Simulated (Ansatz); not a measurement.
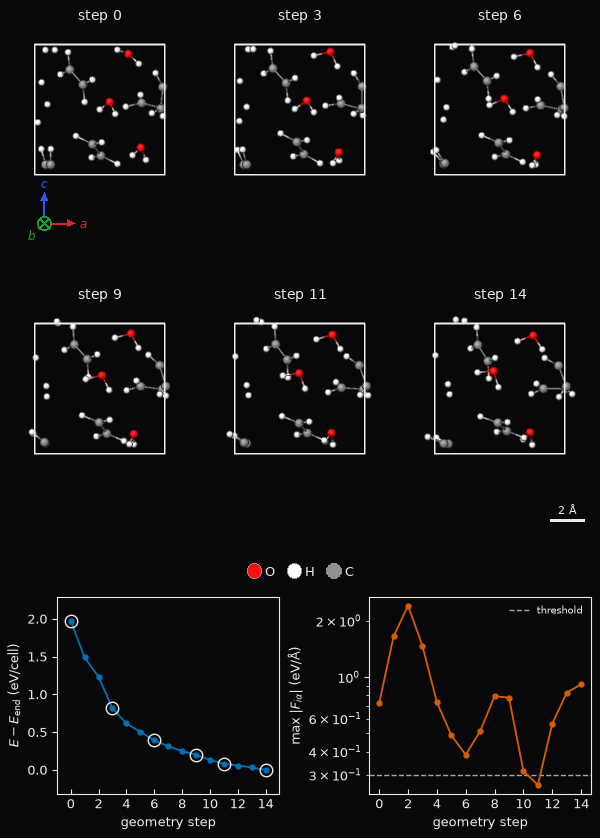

Frames of a relaxation of an amorphous cell of composition H₂₆C₁₀O₃, marked on the history of the run. The picture is a ball-and-stick view of the cell of the calculation (origin shifted), seen along the b axis.

The cell holds 3 H2O + 5 C2H4. The run prepares the start of a later molecular dynamics calculation, from a guessed geometry.

Level of theory: DFT PBE, scalar-relativistic, plane waves, PAW (Ansatz).

The input:
```yaml
crystal:
  lattice:
    - [7.663094, 0.0, 0.0]
    - [0.0, 7.663094, 0.0]
    - [0.0, 0.0, 7.663094]
  atoms:
    - { symbol: O, position: [0.3155136, 0.1945591, 0.4353752] }
    - { symbol: H, position: [0.2387383, 0.2761345, 0.3768403] }
    - { symbol: H, position: [0.3578338, 0.1202361, 0.342314] }
    - { symbol: O, position: [0.5549636, 0.5656619, 0.0838241] }
    - { symbol: H, position: [0.4907095, 0.4737732, 0.0254872] }
    - { symbol: H, position: [0.5940767, 0.6402189, -0.0104453] }
    - { symbol: O, position: [0.4585593, 0.8769334, 0.8036688] }
    - { symbol: H, position: [0.373791, 0.7888976, 0.8359076] }
    - { symbol: H, position: [0.5392283, 0.8155198, 0.7281957] }
    - { symbol: C, position: [0.0090064, 0.6385938, 0.6827436] }
    - { symbol: C, position: [0.1095501, 0.553445, 0.5687764] }
    - { symbol: H, position: [-0.063505, 0.7544682, 0.6459406] }
    - { symbol: H, position: [-0.0043748, 0.5954603, 0.8169065] }
    - { symbol: H, position: [0.1229313, 0.5965785, 0.4346136] }
    - { symbol: H, position: [0.1820615, 0.4375706, 0.6055794] }
    - { symbol: C, position: [0.7076572, 0.1675634, 0.3840926] }
    - { symbol: C, position: [0.7232999, 0.2183823, 0.549986] }
    - { symbol: H, position: [0.7629455, 0.242804, 0.2776912] }
    - { symbol: H, position: [0.6390057, 0.0489091, 0.3487747] }
    - { symbol: H, position: [0.7919515, 0.3370366, 0.5853039] }
    - { symbol: H, position: [0.6680116, 0.1431417, 0.6563875] }
    - { symbol: C, position: [0.1828738, -0.0362636, 0.1108995] }
    - { symbol: C, position: [0.2475983, 0.0986097, 0.0216369] }
    - { symbol: H, position: [0.0559822, -0.0301475, 0.1733522] }
    - { symbol: H, position: [0.2544725, -0.1575992, 0.124702] }
    - { symbol: H, position: [0.1759995, 0.2199453, 0.0078344] }
    - { symbol: H, position: [0.3744899, 0.0924936, -0.0408159] }
    - { symbol: C, position: [0.7146075, 0.6121418, 0.3880601] }
    - { symbol: C, position: [0.560921, 0.684161, 0.4273229] }
    - { symbol: H, position: [0.8368887, 0.6773637, 0.4169157] }
    - { symbol: H, position: [0.7236177, 0.4853953, 0.3256632] }
    - { symbol: H, position: [0.5519108, 0.8109075, 0.4897198] }
    - { symbol: H, position: [0.4386398, 0.6189391, 0.3984673] }
    - { symbol: C, position: [0.8221181, 0.1248323, 0.9536095] }
    - { symbol: C, position: [0.8613435, -0.0449005, 0.9536729] }
    - { symbol: H, position: [0.8209075, 0.2008797, 0.8342171] }
    - { symbol: H, position: [0.7898191, 0.1937843, 1.0729478] }
    - { symbol: H, position: [0.8936425, -0.1138525, 0.8343347] }
    - { symbol: H, position: [0.8625541, -0.1209479, 1.0730654] }
basis:
  ecutwfc: 420.0
kpoints:
  mp_grid: { grid: [1, 1, 1] }
hamiltonian:
  xc: pbe
scf:
  occupations: { method: fermi_dirac, width: 0.05 }
  lower_state_search: "off"
relax:
  f_tol: 0.3
  max_steps: 15
  adjacent_minimum: "off"
```

Launched with:
```bash
ansatz run input.yaml --threads 1 --pin off --max-ram 3072MiB --backend cpu --events-out ev --progress --plain --runs-dir out
```

Describe the path.

Answer. The relaxation stopped without meeting its thresholds, so the last structure isn't shown to be converged. It used up its limit of 15 steps. The largest move is that of H2, 2.01 Å roughly along [−1 −1 1]. By element the largest moves are H 2.01 Å, O 1.37 Å, C 0.86 Å. The cell doesn't change. Near-neighbour distances that change, for instance: O1–H3 0.969 → 0.995 Å, O4–H6 0.969 → 0.993 Å, O1–H2 0.969 → 0.982 Å, C10–H12 1.085 → 1.097 Å. Over 14 geometry steps the energy falls by 1.977 eV per cell of the calculation. The largest force component goes from 0.72 to 0.92 eV/Å. The forces were under the threshold at step 11, but the run went on from there. From step 0 to 3: H5 moves most (0.54 Å), energy −1.159 eV per cell of the calculation. From step 3 to 6: H2 moves most (0.51 Å), energy −0.425 eV per cell of the calculation. From step 6 to 9: H2 moves most (0.59 Å), energy −0.191 eV per cell of the calculation. From step 9 to 11: O1 moves most (0.38 Å), energy −0.118 eV per cell of the calculation. From step 11 to 14: H3 moves most (0.56 Å), energy −84.3 meV per cell of the calculation.

```
step  E − E(0), meV/atom  largest force component, eV/Å
   0                0.00                         0.7230
   1              -12.49                         1.6516
   2              -19.08                         2.4101
   3              -29.72                         1.4722
   4              -34.90                         0.7354
   5              -37.80                         0.4892
   6              -40.62                         0.3841
   7              -42.65                         0.5147
   8              -44.28                         0.7904
   9              -45.51                         0.7767
  10              -47.33                         0.3144
  11              -48.53                         0.2654
  12              -49.21                         0.5639
  13              -49.85                         0.8258
  14              -50.69                         0.9160
```

Limits of the set-up: the periodic images lie only 7.7 Å apart, so the values are limited by the cell's size.
